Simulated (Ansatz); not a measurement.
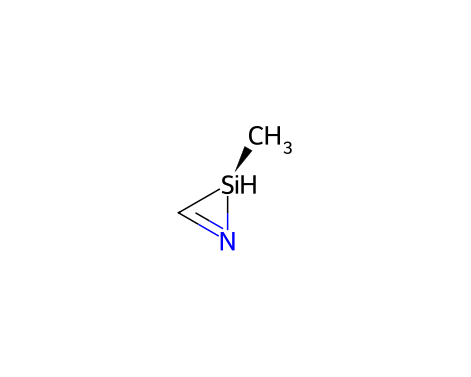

Computed geometry: PBE0-D4/def2-TZVP optimisation. No frequency run is at hand to confirm it as a minimum. Method: RKS PBE0-D4/def2-TZVPP (Ansatz 0.2.0).

What does the calculation give?

The species is C2H5NSi (`C[Si@@H]1C=N1`).
- HOMO energy (Kohn–Sham orbital): −6.43 eV
- LUMO energy (Kohn–Sham orbital): −0.62 eV
- HOMO–LUMO gap: 5.81 eV
- dispersion correction: −13.5 kJ/mol
